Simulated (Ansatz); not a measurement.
**Al3Cl: what a guessed cell relaxes into**

Aim: relax a trial structure of Al3Cl and see where it ends.

Computed with Ansatz 0.2.0 (DFT PBE, scalar-relativistic, plane waves, PAW, unless a step's input says otherwise).

## (1) The system as given

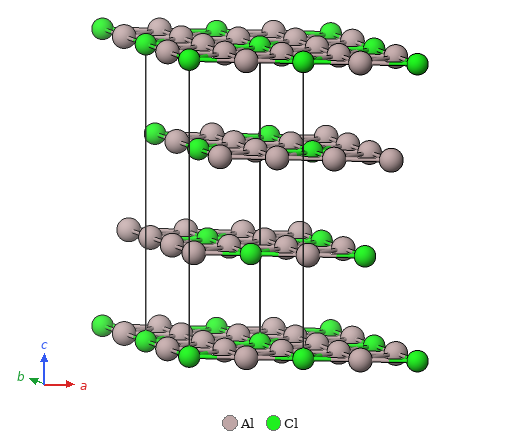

Start, viewed slightly off an axis; aluminium light grey, chlorine green. 2×2×1 cells are drawn. Atoms on the faces are drawn again on the opposite ones. The cell drawn here is the conventional one.

As a file:

```cif
data_structure
_symmetry_space_group_name_H-M 'R-3m:H'
_symmetry_Int_Tables_number 166
_cell_length_a 4.9744
_cell_length_b 4.9744
_cell_length_c 12.9614
_cell_angle_alpha 90.000
_cell_angle_beta 90.000
_cell_angle_gamma 120.000
_cell_volume 277.75
loop_
_atom_site_label
_atom_site_type_symbol
_atom_site_symmetry_multiplicity
_atom_site_Wyckoff_symbol
_atom_site_fract_x
_atom_site_fract_y
_atom_site_fract_z
_atom_site_occupancy
Al1 Al 9 e 0.50000 0.00000 0.00000 1
Cl1 Cl 3 a 0.00000 0.00000 0.00000 1
```

A structure generator made this guess: random cell by space group and Wyckoff sites (R-3m, No. 166). Its size is a rough estimate.

## (2) The guess as it stands, on a coarse mesh

Input file input.yaml:

```yaml
crystal:
  lattice:
    - [2.4871957, 1.43598311, 4.32045048]
    - [-2.4871957, 1.43598311, 4.32045048]
    - [0.0, -2.87196622, 4.32045048]
  atoms:
    - { symbol: Al, position: [0.5, 0.5, 0.0] }
    - { symbol: Al, position: [0.0, 0.5, 0.5] }
    - { symbol: Al, position: [0.5, 0.0, 0.5] }
    - { symbol: Cl, position: [0.0, 0.0, 0.0] }
basis:
  ecutwfc: 420
kpoints:
  mp_grid: { grid: [6, 6, 6] }
hamiltonian:
  xc: pbe
scf:
  occupations: { method: gaussian, width: 0.1 }
  lower_state_search: "off"
output:
  forces: true
  stress: true
  eigenvalues: true
```

Run with:

```console
ansatz run input.yaml --threads 1 --pin off --max-ram 2560MiB --backend cpu --events-out ev --progress --plain --runs-dir out
```

The log of the run, shortened:

```text
[...]
SCF converged after 6 iterations
Free energy (F): -2688.412938 eV
[...]
E sigma→0 (E₀):  -2688.406574 eV
Entropy (-TS):   -0.012728 eV (-3.182 meV/atom)
Fermi energy:    4.889783 eV
[...]
--- Forces (eV/Å), atoms counted from 1 ---
  atom   1  Al     0.00000000    -0.00000000    -0.00000000
  atom   2  Al    -0.00000000     0.00000000     0.00000000
  atom   3  Al     0.00000000     0.00000000     0.00000000
  atom   4  Cl    -0.00000000    -0.00000000     0.00000000
[...]
--- Stress (GPa, compression-positive) ---
       23.837924       0.000000      -0.000000
        0.000000      23.837924      -0.000000
       -0.000000      -0.000000      -2.946060
  P = ⅓ Tr σ = 14.9099 GPa (149.099 kbar)
--- Band table (eV; the first three rows and the last of 32) ---
  k-point 0: bands = ["-13.6346", "-3.1630", "-3.1630", "-2.6666", "-0.9529", "1.6775", "3.4631", "3.4631", "5.3486", "6.8188", "8.8103", "8.8103"]
[...]
```

Wall time 1.9 s (1 thread of Arm Neoverse V2, shared host); peak memory 0.33 GiB.

Read-out: pressure 14.9 GPa, largest force 0.00 eV/Å, gap on this mesh none (metal). A cheap, loose relaxation comes first.

## (3) Coarse relaxation

Edit input.yaml of step 2 so:

```diff
@@ -23 +23,6 @@
   eigenvalues: true
+relax:
+  adjacent_minimum: "off"
+  f_tol: 0.04
+  max_steps: 70
+  cell: { stress_tol: 0.4 }
```

Run with:

```console
ansatz run input.yaml --threads 1 --pin off --max-ram 2560MiB --backend cpu --events-out ev --progress --plain --runs-dir out
```

The log of the run:

```text
Warning: RAYON_NUM_THREADS=1 ignored (pool sized by the plan → 1); use --threads N
Engine: ansatz 0.2.0, aarch64-unknown-linux-gnu
Pseudopotentials: kind: paw
Pseudopotential: Al, paw, valence charge 3, recommended cutoff 420 eV (normal), Al.paw.azcp
Pseudopotential: Cl, paw, valence charge 7, recommended cutoff 420 eV (normal), Cl.paw.azcp
Functional definition: PBE
  parameter kappa = 0.804
  parameter beta = 0.06672455060314922
  exchange = pbe_x(kappa = kappa, mu = beta*pi^2/3)
  correlation = pbe_c(beta = beta)
Crystal: 4 atoms, lattice volume = 92.585 Å³
Basis set: ecut = 420 eV, 1815 PW (Γ), exchange–correlation on 72×72×72 points (8 copies of the dense FFT grid, shifted against one another)
Bands: 12, of which v1, the nominal top of the filled ones, is band 8 counted from 1 (7 counted from 0)
Symmetry: 12 space group operations
Space group: R-3m (ITA 166), of the structure as read, at distance tolerance 4.5e-5 Å
k-points: 32 of 216
Non-local potential: Al, projectors of the file, l = 0: 2, l = 1: 2, l = 2: 1
Non-local potential: Cl, projectors of the file, l = 0: 2, l = 1: 2, l = 2: 2
PAW form: soft (Blöchl's): semilocal exchange-correlation on the pseudo side does not see the compensation charge
PAW one-centre angular grid: Al, 110 points (default); XC on 64 Gauss nodes
PAW one-centre angular grid: Cl, 110 points (default); XC on 64 Gauss nodes
Initial density: superposition of atomic densities (neutral atoms: chi_scale 0, normalization atom), corrected by the library's trained network
Initial wavefunctions: pseudopotential atomic-orbital guess
Functional: x = pbe(κ = 0.804, μ = 0.2195149727645171), c = pbe(β = 0.06672455060314922)
SCF iter   1: F=—  HF=-2688.411056 eV  |F-HF|=—  |Δ(HF+E_count)|=         —  Δρ=5.04e-3  dr2=1.89e-2  ethr=1.77e-3  ⟨swp⟩=6.0  Hψ=2702  notcnv=0
preconditioner: auto → Kerker (q_TF=auto, 2.036 Å⁻¹)  [metal: Δε(μ)=0.053 eV  Ē_g=7.078 eV  σ=0.100 eV  W_gap=0.28  n_scr=14 (ndim 8)  ℏωp=14.4 eV  f_vac=0.000  D(μ)=2.59/eV (n_scr^D=14)]
SCF iter   2: F=—  HF=-2688.411328 eV  |F-HF|=—  |Δ(HF+E_count)|=   2.73e-4  Δρ=2.80e-3  dr2=7.23e-3  ethr=1.18e-4  ⟨swp⟩=1.1  Hψ=653  notcnv=0
SCF iter   3: F=—  HF=-2688.412645 eV  |F-HF|=—  |Δ(HF+E_count)|=   1.32e-3  Δρ=4.82e-4  dr2=4.52e-4  ethr=4.52e-5  ⟨swp⟩=2.8  Hψ=658  notcnv=0
SCF iter   4: F=—  HF=-2688.412868 eV  |F-HF|=—  |Δ(HF+E_count)|=   2.24e-4  Δρ=1.76e-4  dr2=5.73e-5  ethr=2.82e-6  ⟨swp⟩=2.9  Hψ=634  notcnv=0
SCF iter   5: F=—  HF=-2688.412938 eV  |F-HF|=—  |Δ(HF+E_count)|=   6.97e-5  Δρ=2.88e-5  dr2=1.60e-6  ethr=3.58e-7  ⟨swp⟩=2.3  Hψ=565  notcnv=0
SCF iter   6: F=-2688.412938 eV  HF=-2688.412938 eV  |F-HF|=1.35e-8  |Δ(HF+E_count)|=   2.03e-7  Δρ=5.08e-6  dr2=4.22e-8  ethr=6.25e-10  ⟨swp⟩=3.8  Hψ=1997  notcnv=0
SCF 1 converged in 6 iterations: F = -2688.412938 eV  dr2 = 4.22e-8
relax step   1: F+E_penalty+E_count = -2688.41293818 eV  Δ(F+E_penalty+E_count) = +0.000e0 eV  max|allowed force component| = 5.752e-31 eV/Å  Δτ_max = 0.0000 Å  P = +14.910 GPa  Ω = 92.585 Å³  (6 SCF iters, dr2 threshold 1.00e-7 eV, accepted)
Crystal: 4 atoms, lattice volume = 98.076 Å³
Basis set: ecut = 420 eV, 1927 PW (Γ), exchange–correlation on 72×72×72 points (8 copies of the dense FFT grid, shifted against one another)
Initial density: handed on by an earlier stage of this run
Initial wavefunctions: those handed on with the density
iter 1 solved again at ethr=7.69e-4 eV; its pass at ethr=3.10e-3 eV (dr2=1.23e-1 eV) is discarded
SCF iter   1: F=—  HF=-2689.584814 eV  |F-HF|=—  |Δ(HF+E_count)|=         —  Δρ=7.16e-3  dr2=1.25e-1  ethr=7.69e-4  ⟨swp⟩=1.0  Hψ=3159  notcnv=0
preconditioner: auto → Kerker (q_TF=auto, 2.017 Å⁻¹)  [metal: Δε(μ)=0.072 eV  Ē_g=6.638 eV  σ=0.100 eV  W_gap=0.36  n_scr=14 (ndim 8)  ℏωp=14.0 eV  f_vac=0.000  D(μ)=1.05/eV (n_scr^D=0)]
SCF iter   2: F=—  HF=-2689.549030 eV  |F-HF|=—  |Δ(HF+E_count)|=   3.58e-2  Δρ=3.87e-3  dr2=3.77e-2  ethr=7.69e-4  ⟨swp⟩=1.8  Hψ=479  notcnv=0
SCF iter   3: F=—  HF=-2689.535456 eV  |F-HF|=—  |Δ(HF+E_count)|=   1.36e-2  Δρ=8.59e-4  dr2=2.03e-3  ethr=2.36e-4  ⟨swp⟩=2.2  Hψ=599  notcnv=0
SCF iter   4: F=—  HF=-2689.535091 eV  |F-HF|=—  |Δ(HF+E_count)|=   3.65e-4  Δρ=2.89e-4  dr2=1.68e-4  ethr=1.27e-5  ⟨swp⟩=2.3  Hψ=754  notcnv=0
SCF iter   5: F=—  HF=-2689.535185 eV  |F-HF|=—  |Δ(HF+E_count)|=   9.41e-5  Δρ=5.91e-5  dr2=6.20e-6  ethr=1.05e-6  ⟨swp⟩=2.6  Hψ=629  notcnv=0
SCF iter   6: F=—  HF=-2689.535192 eV  |F-HF|=—  |Δ(HF+E_count)|=   6.40e-6  Δρ=1.62e-5  dr2=5.11e-7  ethr=3.88e-8  ⟨swp⟩=2.2  Hψ=594  notcnv=0
SCF iter   7: F=-2689.535192 eV  HF=-2689.535192 eV  |F-HF|=8.02e-9  |Δ(HF+E_count)|=   6.07e-7  Δρ=3.20e-6  dr2=1.68e-8  ethr=2.50e-9  ⟨swp⟩=5.6  Hψ=2000  notcnv=0
SCF 2 converged in 7 iterations: F = -2689.535192 eV  dr2 = 1.68e-8
relax step   2: F+E_penalty+E_count = -2689.53519221 eV  Δ(F+E_penalty+E_count) = -1.122e0 eV  max|allowed force component| = 2.665e-31 eV/Å  Δτ_max = 0.0000 Å  P = +7.074 GPa  Ω = 98.076 Å³  energy of the carried Pulay correction = -7.662e-4 eV  (7 SCF iters, dr2 threshold 4.00e-7 eV, accepted)
Crystal: 4 atoms, lattice volume = 100.369 Å³
Basis set: ecut = 420 eV, 1939 PW (Γ), exchange–correlation on 72×72×72 points (8 copies of the dense FFT grid, shifted against one another)
iter 1 solved again at ethr=4.36e-4 eV; its pass at ethr=3.10e-3 eV (dr2=6.97e-2 eV) is discarded
SCF iter   1: F=—  HF=-2690.105501 eV  |F-HF|=—  |Δ(HF+E_count)|=         —  Δρ=5.44e-3  dr2=7.10e-2  ethr=4.36e-4  ⟨swp⟩=1.0  Hψ=3121  notcnv=0
preconditioner: auto → Kerker (q_TF=auto, 2.009 Å⁻¹)  [metal: Δε(μ)=0.022 eV  Ē_g=6.254 eV  σ=0.100 eV  W_gap=0.12  n_scr=14 (ndim 8)  ℏωp=13.9 eV  f_vac=0.000  D(μ)=1.41/eV (n_scr^D=6)]
SCF iter   2: F=—  HF=-2690.086748 eV  |F-HF|=—  |Δ(HF+E_count)|=   1.88e-2  Δρ=2.91e-3  dr2=2.15e-2  ethr=4.36e-4  ⟨swp⟩=1.4  Hψ=443  notcnv=0
SCF iter   3: F=—  HF=-2690.079248 eV  |F-HF|=—  |Δ(HF+E_count)|=   7.50e-3  Δρ=6.55e-4  dr2=1.40e-3  ethr=1.34e-4  ⟨swp⟩=2.6  Hψ=592  notcnv=0
SCF iter   4: F=—  HF=-2690.078882 eV  |F-HF|=—  |Δ(HF+E_count)|=   3.66e-4  Δρ=2.22e-4  dr2=1.05e-4  ethr=8.75e-6  ⟨swp⟩=2.4  Hψ=680  notcnv=0
SCF iter   5: F=—  HF=-2690.078923 eV  |F-HF|=—  |Δ(HF+E_count)|=   4.10e-5  Δρ=4.69e-5  dr2=3.44e-6  ethr=6.56e-7  ⟨swp⟩=2.5  Hψ=635  notcnv=0
SCF iter   6: F=-2690.078927 eV  HF=-2690.078927 eV  |F-HF|=1.84e-7  |Δ(HF+E_count)|=   3.75e-6  Δρ=1.09e-5  dr2=2.04e-7  ethr=2.50e-9  ⟨swp⟩=7.2  Hψ=2323  notcnv=0
SCF 3 converged in 6 iterations: F = -2690.078927 eV  dr2 = 2.04e-7
relax step   3: F+E_penalty+E_count = -2690.07892740 eV  Δ(F+E_penalty+E_count) = -5.437e-1 eV  max|allowed force component| = 1.327e-30 eV/Å  Δτ_max = 0.0000 Å  P = +2.509 GPa  Ω = 100.369 Å³  energy of the carried Pulay correction = -9.748e-4 eV  (6 SCF iters, dr2 threshold 4.00e-7 eV, accepted)
[... from here on, the SCF cycles and remarks between the steps are left out ...]
relax step   4: F+E_penalty+E_count = -2690.33989378 eV  Δ(F+E_penalty+E_count) = -2.610e-1 eV  max|allowed force component| = 1.684e-30 eV/Å  Δτ_max = 0.0000 Å  P = +0.728 GPa  Ω = 99.142 Å³  energy of the carried Pulay correction = -6.489e-4 eV  (6 SCF iters, dr2 threshold 4.00e-7 eV, accepted)
relax step   5: F+E_penalty+E_count = -2690.52301076 eV  Δ(F+E_penalty+E_count) = -1.831e-1 eV  max|allowed force component| = 2.958e-31 eV/Å  Δτ_max = 0.0000 Å  P = -0.349 GPa  Ω = 96.240 Å³  energy of the carried Pulay correction = -6.120e-5 eV  (5 SCF iters, dr2 threshold 4.00e-7 eV, accepted)
relax step   6: F+E_penalty+E_count = -2690.65261562 eV  Δ(F+E_penalty+E_count) = -1.296e-1 eV  max|allowed force component| = 2.547e-31 eV/Å  Δτ_max = 0.0000 Å  P = -0.575 GPa  Ω = 91.943 Å³  energy of the carried Pulay correction = +7.659e-4 eV  (5 SCF iters, dr2 threshold 4.00e-7 eV, accepted)
relax step   7: F+E_penalty+E_count = -2690.73841094 eV  Δ(F+E_penalty+E_count) = -8.580e-2 eV  max|allowed force component| = 9.368e-31 eV/Å  Δτ_max = 0.0000 Å  P = +0.166 GPa  Ω = 86.713 Å³  energy of the carried Pulay correction = +1.790e-3 eV  (6 SCF iters, dr2 threshold 4.00e-7 eV, accepted)
relax step   8: F+E_penalty+E_count = -2690.79723102 eV  Δ(F+E_penalty+E_count) = -5.882e-2 eV  max|allowed force component| = 9.532e-31 eV/Å  Δτ_max = 0.0000 Å  P = +1.012 GPa  Ω = 82.356 Å³  energy of the carried Pulay correction = +2.702e-3 eV  (6 SCF iters, dr2 threshold 4.00e-7 eV, accepted)
relax step   9: F+E_penalty+E_count = -2690.88108837 eV  Δ(F+E_penalty+E_count) = -8.386e-2 eV  max|allowed force component| = 2.219e-31 eV/Å  Δτ_max = 0.0000 Å  P = +1.173 GPa  Ω = 79.688 Å³  energy of the carried Pulay correction = +3.344e-3 eV  (6 SCF iters, dr2 threshold 4.00e-7 eV, accepted)
relax step  10: F+E_penalty+E_count = -2690.91035152 eV  Δ(F+E_penalty+E_count) = -2.926e-2 eV  max|allowed force component| = 2.958e-31 eV/Å  Δτ_max = 0.0000 Å  P = +1.803 GPa  Ω = 77.859 Å³  energy of the carried Pulay correction = +3.847e-3 eV  (5 SCF iters, dr2 threshold 4.00e-7 eV, accepted)
relax step  11: F+E_penalty+E_count = -2690.92858974 eV  Δ(F+E_penalty+E_count) = -1.824e-2 eV  max|allowed force component| = 1.578e-30 eV/Å  Δτ_max = 0.0000 Å  P = -0.274 GPa  Ω = 81.576 Å³  energy of the carried Pulay correction = +3.107e-3 eV  (6 SCF iters, dr2 threshold 4.00e-7 eV, accepted)
Basis set: ecut = 420 eV, 1587 PW (Γ), exchange–correlation on 60×60×60 points (8 copies of the dense FFT grid, shifted against one another)
Initial wavefunctions: pseudopotential atomic-orbital guess (no wavefunctions were taken with the density)
iter 1 solved again at ethr=4.00e-7 eV; its pass at ethr=3.10e-3 eV (dr2=6.40e-5 eV) is discarded
SCF iter   1: F=—  HF=-2690.966950 eV  |F-HF|=—  |Δ(HF+E_count)|=         —  Δρ=6.90e-4  dr2=6.54e-5  ethr=4.00e-7  ⟨swp⟩=2.1  Hψ=3547  notcnv=0
preconditioner: auto → Kerker (q_TF=auto, 2.080 Å⁻¹)  [metal: Δε(μ)=0.015 eV  Ē_g=6.129 eV  σ=0.100 eV  W_gap=0.09  n_scr=18 (ndim 8)  ℏωp=15.4 eV  f_vac=0.000  D(μ)=2.42/eV (n_scr^D=18)]
SCF iter   2: F=—  HF=-2690.967342 eV  |F-HF|=—  |Δ(HF+E_count)|=   3.92e-4  Δρ=3.67e-4  dr2=1.88e-5  ethr=4.00e-7  ⟨swp⟩=2.0  Hψ=635  notcnv=0
SCF iter   3: F=—  HF=-2690.967433 eV  |F-HF|=—  |Δ(HF+E_count)|=   9.07e-5  Δρ=1.20e-5  dr2=9.95e-8  ethr=1.18e-7  ⟨swp⟩=2.0  Hψ=640  notcnv=0
SCF iter   4: F=—  HF=-2690.967431 eV  |F-HF|=—  |Δ(HF+E_count)|=   1.41e-6  Δρ=3.41e-6  dr2=1.01e-8  ethr=6.22e-10  ⟨swp⟩=2.9  Hψ=692  notcnv=0
SCF iter   5: F=-2690.967431 eV  HF=-2690.967431 eV  |F-HF|=5.14e-11  |Δ(HF+E_count)|=  1.63e-10  Δρ=5.49e-7  dr2=3.88e-10  ethr=1.60e-11  ⟨swp⟩=4.2  Hψ=1323  notcnv=0
SCF 12 converged in 5 iterations: F = -2690.967431 eV  dr2 = 3.88e-10
relax step  12: F+E_penalty+E_count = -2690.96743118 eV  Δ(F+E_penalty+E_count) = -3.884e-2 eV  max|allowed force component| = 1.578e-30 eV/Å  Δτ_max = 0.0000 Å  P = +0.048 GPa  Ω = 81.576 Å³  stress off target by 2.49e-1 GPa  SCF on the basis re-selected at this cell (its energy is not comparable with the rows above)  (5 SCF iters)
basis re-selected at this cell: Δ(F+E_penalty+E_count) = -3.884e-2 eV, ΔP = +0.322 GPa vs the last step (what re-selecting the basis moved, of the pressure what is left beyond the Pulay correction that the steps carried, after the strain that the cell walked since its last selection, with what the two solves' SCF thresholds leave and, on support functions, any second-order correction that the steps lacked; it is no measure of the basis error at this ecutwfc). The dense FFT grid was sized anew with the basis: this SCF ran on 30×30×30 points, the steps before it on 36×36×36, so part of this shift can come from that change (see relax.cell in the input reference). This SCF's stress stands 2.49e-1 GPa from its target on what of the cell is left free (relax.cell.stress_tol is 4.00e-1 GPa) and its largest allowed force component is 1.58e-30 eV/Å (relax.f_tol is 4.00e-2 eV/Å): within both
SCF converged after 5 iterations
Free energy (F): -2690.967431 eV
Harris-Foulkes:  -2690.967431 eV  (|F-HF|=5.14e-11)
Internal energy: -2690.955341 eV  (E = F + TS)
E sigma→0 (E₀):  -2690.961386 eV
Entropy (-TS):   -0.012090 eV (-3.023 meV/atom)
Fermi energy:    6.212481 eV
--- Per-component energies (eV) ---
  E_band       = 8.370467
  E_kinetic    = 220.347261
  E_local      = -253.880718  (includes V_loc(G=0)·N_el)
  E_nonlocal   = 61.790460
  E_hartree    = 95.145530
  E_xc         = -222.270959
  E_vxc        = -203.453052  (∫ρ·V_xc dr)
  E_paw        = -2060.055855  (= ΣΔE_a)
  E_vpaw       = -6.724772  (= ΣTr[D̂ρ^β])
  E_aug_tail   = 0.000088  (compensation charges beyond the density's cutoff)
  E_ewald      = -532.031148
  E_smearing   = -0.012090  (= −TS)
  E_closure    = 0.000000  (closes the sum)
  Σ components = -2690.967431   (vs F -2690.967431, Δ=0.00e0)
--- Forces (eV/Å), atoms counted from 1 ---
  atom   1  Al     0.00000000    -0.00000000     0.00000000
  atom   2  Al    -0.00000000    -0.00000000     0.00000000
  atom   3  Al     0.00000000    -0.00000000     0.00000000
  atom   4  Cl     0.00000000     0.00000000    -0.00000000
  max |Σ_I F_I| component: 2.10e-30 eV/Å
--- Stress (GPa, compression-positive) ---
        0.196104       0.000000      -0.000000
        0.000000       0.196104      -0.000000
       -0.000000      -0.000000      -0.249061
  P = ⅓ Tr σ = 0.0477 GPa (0.477 kbar)
--- Band table (eV; the first three rows and the last of 32) ---
  k-point 0: bands = ["-10.4744", "-1.4285", "0.8525", "0.8525", "0.9064", "4.7280", "4.7280", "6.5357", "6.7236", "6.7236", "10.0466", "11.0137"]
  k-point 1: bands = ["-10.4458", "-1.5850", "0.8344", "0.9281", "0.9673", "4.5327", "4.9379", "6.4248", "6.5319", "6.9047", "9.7871", "9.8901"]
  k-point 2: bands = ["-10.3871", "-1.9279", "1.0220", "1.0946", "1.1354", "3.6325", "5.5554", "6.0023", "6.0743", "8.1181", "8.3410", "9.3668"]
  k-point 31: bands = ["-10.1899", "0.0233", "0.0233", "0.0254", "2.1059", "2.2666", "2.2666", "2.5641", "7.8111", "7.9532", "7.9532", "12.6047"]
--- Relaxed structure (11 steps of the walk, 11 accepted, 1 SCFs on fresh bases) ---
  F+E_penalty+E_count = -2690.96743118 eV   max|allowed force component| = 1.578e-30 eV/Å   (the final SCF, on the basis selected at the relaxed cell)
  cell:  # Å, volume = 81.5759 Å³
    - [3.0519878872512347, 1.7620660282679776, 2.5281657958239965]
    - [-3.0519878872512347, 1.7620660282679776, 2.5281657958239965]
    - [-7.240172051785472e-33, -3.5241320565359553, 2.5281657958239965]
  atoms:
    - { symbol: Al, position: [0.4999999999999999, 0.4999999999999999, -5.551115123125783e-17] }
    - { symbol: Al, position: [-5.551115123125783e-17, 0.49999999999999994, 0.4999999999999999] }
    - { symbol: Al, position: [0.49999999999999994, -5.551115123125783e-17, 0.4999999999999999] }
    - { symbol: Cl, position: [1.0006421427012971e-34, -5.566038414079241e-35, -7.856216572753502e-35] }
```

It took 25 s on 1 thread of Arm Neoverse V2, shared host; peak memory 0.35 GiB.

Step by step:

```
step  E - E(step 1) (eV/cell)  largest force component (eV/Å)  pressure (GPa)  volume (Å³)
   1                   0.0000                          0.0000           14.91        92.58
   2                  -1.1223                          0.0000            7.07        98.08
   3                  -1.6660                          0.0000            2.51       100.37
   4                  -1.9270                          0.0000            0.73        99.14
   5                  -2.1101                          0.0000           -0.35        96.24
   6                  -2.2397                          0.0000           -0.58        91.94
   7                  -2.3255                          0.0000            0.17        86.71
   8                  -2.3843                          0.0000            1.01        82.36
   9                  -2.4682                          0.0000            1.17        79.69
  10                  -2.4974                          0.0000            1.80        77.86
  11                  -2.5157                          0.0000           -0.27        81.58
  12                  -2.5545                          0.0000            0.05        81.58
```

Step 1 is the start. Step 12 repeats the geometry before it on a plane-wave basis chosen anew for that cell, so its energy need not be comparable with the rows above.

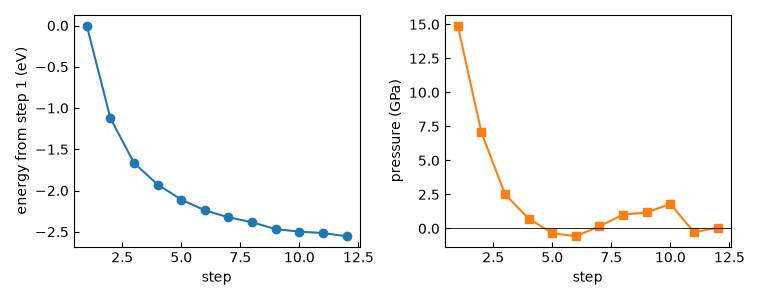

Energy and pressure along the relaxation.

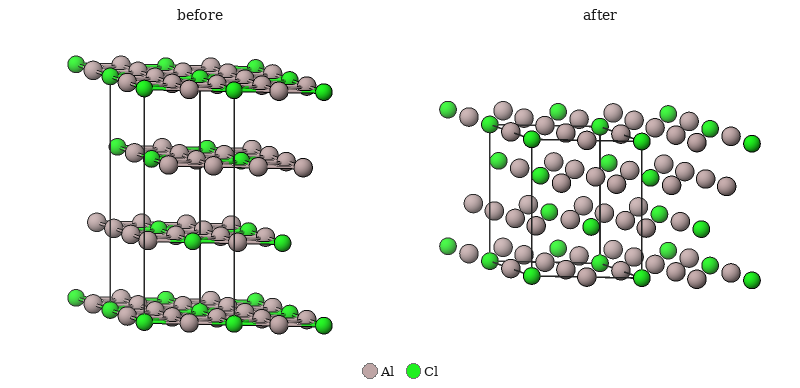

Before and after, at one scale.

Lengths and angles in the start's conventional setting:

|  | before | after | change |
| --- | --- | --- | --- |
| a (Å) | 4.974 | 6.104 | +22.7 % |
| b (Å) | 4.974 | 6.104 | +22.7 % |
| c (Å) | 12.961 | 7.584 | -41.5 % |
| volume (Å³/atom) | 23.15 | 20.39 | -11.9 % |
| shortest distance (Å) | 2.487 | 3.052 | +22.7 % |
| space group (0.01 Å) | R-3m | R-3m | same |

The run keeps the 12 symmetry operations of the start, so it could not have lowered the symmetry.

(Part 1 of 2 ends here.)
